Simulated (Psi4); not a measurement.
**GaH2O2 (SMILES [OH][Ga][OH]): UDSD-PBEP86/def2-SVPD (density fitting for correlation)**

Aim: the vertical electron affinity of GaH2O2 at UDSD-PBEP86/def2-SVPD (density fitting for correlation), from 2 runs. 

The calculation is run with Psi4 1.11.

### Step 1. The molecule

GaH2O2 has 5 atoms, charge 0, and is taken as a doublet. SMILES: `[OH][Ga][OH]`. The shape is that of a PBE0-D4/def2-TZVP optimisation. This is one conformer, not always the lowest.

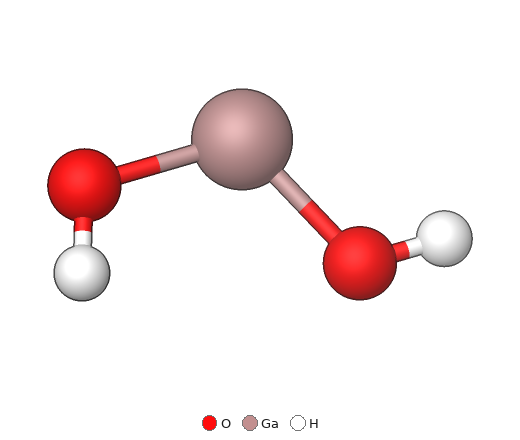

The structure, seen from a chosen angle (oxygen red, gallium pink, hydrogen white).

### Step 2. The energy at UDSD-PBEP86/def2-SVPD (density fitting for correlation)

Contents of calc.inp:

```
memory 2200 mb

molecule mol {
  0 2
  O
  Ga 1 R2
  O 2 R3 1 A3
  H 1 R4 2 A4 3 D4
  H 3 R5 2 A5 1 D5

  R2 = 1.804189
  R3 = 1.794953
  A3 = 114.92572
  R4 = 0.959988
  A4 = 114.93381
  D4 = 179.95981
  R5 = 0.963168
  A5 = 111.13841
  D5 = 0.04549
  symmetry c1
  no_reorient
  no_com
}

set basis def2-SVPD
set reference uks
set puream true
set e_convergence 1e-09
set d_convergence 1e-08
set scf_type pk
set dft_radial_points 99
set dft_spherical_points 590
set num_frozen_docc 11
set maxiter 100

energy("dsd-pbep86")
print_variables()
```

Started as:

```sh
psi4 -n 1 calc.inp calc.out
```

calc.out:

```text
[...]
  Running in c1 symmetry.
[...]
  Nuclear repulsion =  182.431293600732971
[...]
  Multiplicity = 2
[...]
  Nalpha       = 25
  Nbeta        = 24
[...]
    Number of basis functions: 100
[...]
   @UKS iter   1: -2073.41205193184533   -3.14327e+00   2.33817e-02 DIIS/ADIIS
[...]
   @UKS iter  16: -2074.79489539941869   -5.91172e-12   3.77578e-09 DIIS
[...]
   @S^2 Observed:                7.547975172E-01
[...]
    Orbital Energies [Eh]
    ---------------------
    Alpha Occupied:
       1A   -376.621401     2A    -47.390167     3A    -41.872348
       4A    -41.870676     5A    -41.868915     6A    -20.065188
       7A    -20.056000     8A     -6.113274     9A     -4.274778
      10A     -4.271153    11A     -4.266593    12A     -1.203135
      13A     -1.195068    14A     -1.100418    15A     -1.099028
      16A     -1.098789    17A     -1.088303    18A     -1.078533
      19A     -0.630646    20A     -0.599330    21A     -0.506023
      22A     -0.464038    23A     -0.452529    24A     -0.428359
      25A     -0.315990
    Alpha Virtual:
[...]
  @UKS Final Energy: -2074.79489539941869
   => Energetics <=
    Nuclear Repulsion Energy =            182.4312936007329711
    One-Electron Energy =               -3256.4911226711246854
    Two-Electron Energy =                1025.6520727164893287
    DFT Exchange-Correlation Energy =     -26.3871390455163457
    Empirical Dispersion Energy =           0.0000000000000000
    VV10 Nonlocal Energy =                  0.0000000000000000
    Total Energy =                      -2074.7948953994186923
[...]
 Multipole Moments:
 ------------------------------------------------------------------------------------
     Multipole            Electronic (a.u.)      Nuclear  (a.u.)        Total (a.u.)
 ------------------------------------------------------------------------------------
 L = 1.  Multiply by 2.5417464519 to convert [e a0] to [Debye]
 Dipole X            :          0.0000096            0.0001009            0.0001105
 Dipole Y            :          3.4006837           -2.6126430            0.7880407
 Dipole Z            :          2.6302401           -2.8484463           -0.2182062
 Magnitude           :                                                    0.8176932
[...]
```

Run time: 25 s. Hardware: 1 thread of Intel Xeon Platinum 8259CL at 2.50GHz (Skylake/Cascade Lake), shared host; peak memory 1.1 GiB.

### Step 3. The singlet anion

Contents of calc.dat:

```
memory 2200 MB

molecule system {
  -1 1
  O     -0.370600     0.021600    -1.274400
  Ga    -0.311700    -0.753800     0.353600
  O      0.618200     0.154900     1.591100
  H     -0.867400    -0.464600    -1.936500
  H      0.981500     0.968200     1.224700
  symmetry c1
  no_reorient
  no_com
}

set {
  puream true
  e_convergence 1e-09
  d_convergence 1e-08
  scf_type pk
  dft_radial_points 99
  dft_spherical_points 590
  num_frozen_docc 11
}

e_tot, wfn = energy("dsd-pbep86/def2-SVPD", return_wfn=True)
print_variables()
```

Started as:

```sh
psi4 -n 1 calc.dat calc.out
```

calc.out:

```text
[...]
  Running in c1 symmetry.
[...]
  Nuclear repulsion =  182.431292115847441
[...]
  Multiplicity = 1
[...]
  Nalpha       = 25
  Nbeta        = 25
[...]
    Number of basis functions: 100
[...]
   @RKS iter   1: -2073.19417238199776   -2.92539e+00   2.41604e-02 ADIIS/DIIS
[...]
   @RKS iter  13: -2074.83333492171550   -1.68257e-11   7.47056e-09 DIIS
[...]
    Orbital Energies [Eh]
    ---------------------
    Doubly Occupied:
       1A   -376.360336     2A    -47.130249     3A    -41.612243
       4A    -41.610536     5A    -41.609626     6A    -19.853245
       7A    -19.849479     8A     -5.851568     9A     -4.012701
      10A     -4.008436    11A     -4.007971    12A     -0.989343
      13A     -0.983366    14A     -0.839649    15A     -0.837932
      16A     -0.836991    17A     -0.833453    18A     -0.827255
      19A     -0.417732    20A     -0.392841    21A     -0.289409
      22A     -0.259199    23A     -0.248636    24A     -0.227619
      25A     -0.034019
[...]
  @RKS Final Energy: -2074.83333492171550
   => Energetics <=
    Nuclear Repulsion Energy =            182.4312921158474410
    One-Electron Energy =               -3268.0642643862674959
    Two-Electron Energy =                1037.2497968278860299
    DFT Exchange-Correlation Energy =     -26.4501594791820054
    Empirical Dispersion Energy =           0.0000000000000000
    VV10 Nonlocal Energy =                  0.0000000000000000
    Total Energy =                      -2074.8333349217155046
[...]
 Multipole Moments:
 ------------------------------------------------------------------------------------
     Multipole            Electronic (a.u.)      Nuclear  (a.u.)        Total (a.u.)
 ------------------------------------------------------------------------------------
 L = 1.  Multiply by 2.5417464519 to convert [e a0] to [Debye]
 Dipole X            :         14.8368076          -14.3010694            0.5357382
 Dipole Y            :         42.1073793          -40.5387828            1.5685966
 Dipole Z            :        -25.2603772           24.1571250           -1.1032523
 Magnitude           :                                                    1.9911495
[...]
```

Wall time 15 s (1 thread of Intel Xeon Platinum 8259CL at 2.50GHz (Skylake/Cascade Lake), shared host); peak memory 1.1 GiB.

### Step 4. Outcome

At UDSD-PBEP86/def2-SVPD (density fitting for correlation), 11 core orbitals frozen:

| quantity | value |
| --- | --- |
| doublet GaH2O2: total energy | -2075.11052 Eh |
| doublet GaH2O2: HOMO energy (SCF part's orbitals) (highest over α and β) | -8.60 eV |
| doublet GaH2O2: LUMO energy (SCF part's orbitals) (lowest over α and β) | -1.36 eV |
| doublet GaH2O2: ⟨S²⟩ | 0.755 |
| singlet anion: total energy | -2075.16575 Eh |
| singlet anion: HOMO energy (SCF part's orbitals) | -0.93 eV |
| singlet anion: LUMO energy (SCF part's orbitals) | 5.29 eV |
| singlet anion: HOMO–LUMO gap (to an unbound level, set by the basis) | 6.22 eV |
| vertical electron affinity (to the singlet anion) | 1.503 eV |

What this shows: At fixed nuclei the extra electron is bound by 1.50 eV (145 kJ/mol).
